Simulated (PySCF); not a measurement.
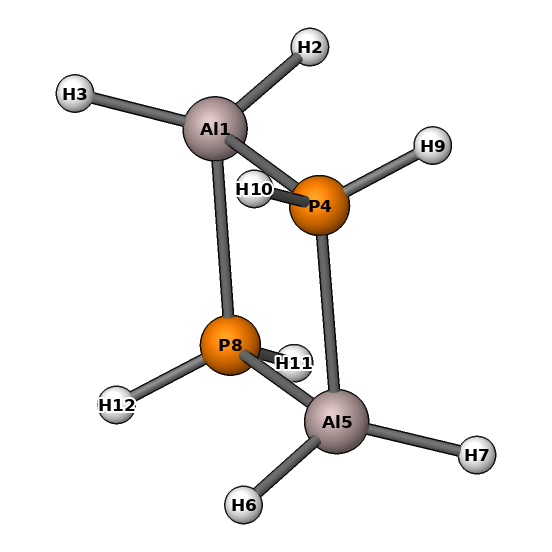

The questions are on isotropic NMR shieldings of the H atoms. Computed geometry: PBE0-D3(BJ)/def2-SVP optimisation. No frequency run is at hand to confirm it as a minimum. Method: GIAO PBE/pcSseg-1 (pcSseg-2 on Al) NMR shielding, non-relativistic, gas phase (PySCF 2.14.0).

List the isotropic NMR shieldings of the H atoms.

```
atom  σ (ppm)
  H2    26.22
  H3    26.23
  H6    26.22
  H7    26.23
  H9    28.29
 H10    28.29
 H11    28.29
 H12    28.29
```
